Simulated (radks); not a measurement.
**Filling a hard-walled sphere of radius 11.2 bohr*, with a point charge of +1 at the centre: electrons 28 to 31**

Which level does each new electron take in a hard-walled sphere of radius 11.2 bohr*, with a point charge of +1 at the centre, and at which counts is the dot hardest to charge further? Each count tries a few candidate levels and keeps the lowest.

Method: non-relativistic spin-polarised Kohn-Sham, LDA (Slater exchange, Perdew-Wang correlation), spherically averaged shells; computed with radks, version 2.

**1. The system**

* well: a hard-walled sphere of radius 11.2 bohr*, with a point charge of +1 at the centre
* functional: LDA (Slater exchange, Perdew-Wang correlation)
* levels: named by radial order: 1s, 1p, 1d, 2s, 1f and so on
* units: effective atomic units, hartree* and bohr*
* configuration carried in: 1s2 1p6 1d10 2s(up 1, down 0) 1f(up 7, down 1) (N = 27, energy 36.573382)

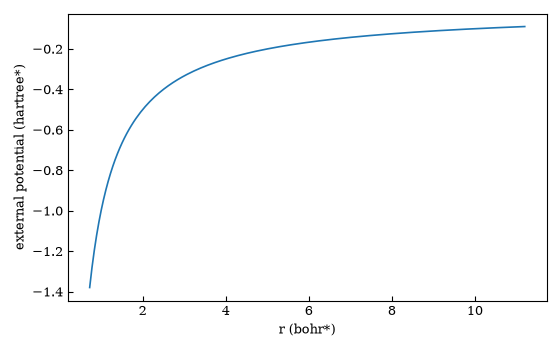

The external potential that the electrons feel; the hard wall stands at the right edge.

Further steps of the session: N = 28; N = 29; 30 electrons; Electron number 31.

Before running it: what results should come out? Wanted: closed shells at N; most unpaired electrons; configuration at N = 31.

**Answer**, as computed:

| quantity | value |
| --- | --- |
| closed shells at N | none in this range |
| most unpaired electrons | 6 at N = 28 |
| configuration at N = 31 | 1s2 1p6 1d10 2s(up 1, down 0) 1f(up 7, down 5) |

What this shows: No closed-shell configuration falls in this range. The largest moment in range is 6, first at N = 28: exchange favours parallel spins in open shells. Only a few candidates are tried at each count, so a lower state may have been missed.
